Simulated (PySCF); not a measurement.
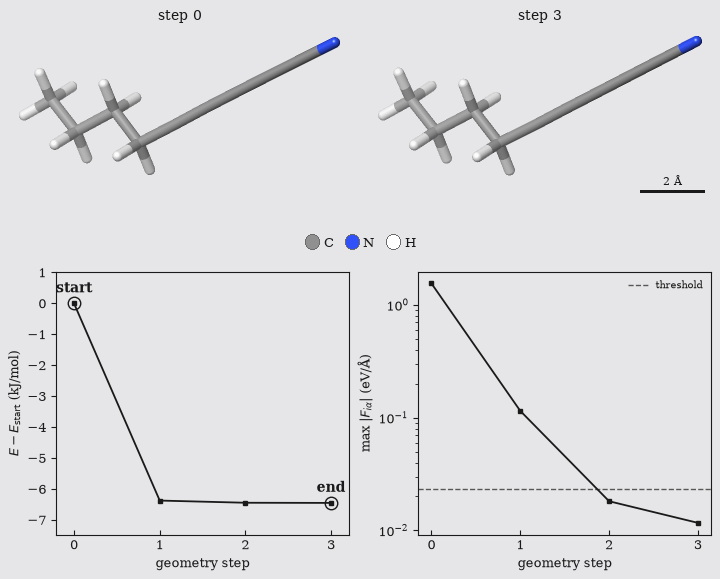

First and last geometry of a relaxation of C₉H₉N, with the history of the run. A stick model, seen at a tilt.

The start comes from GFN2-xTB.

The calculation used PySCF 2.14.0, density-fitted response routines, PBE0-D3(BJ)/def2-SVP geometry optimisation, gas phase. 

Q: What do the curves and the structures tell?

A: It converged. The largest move after the best rigid fit is that of the N atom, 0.070 Å. Largest moves by element: N 0.070 Å, C 0.053 Å, H 0.042 Å. Near-neighbour distances that change, for instance: C–C 1.353 → 1.368 Å, C–N 1.152 → 1.165 Å, C–C 1.439 → 1.449 Å, C–C 1.211 → 1.221 Å. After 3 geometry steps the energy has fallen by 6.45 kJ/mol. The largest force component goes from 1.5 to 0.012 eV/Å.
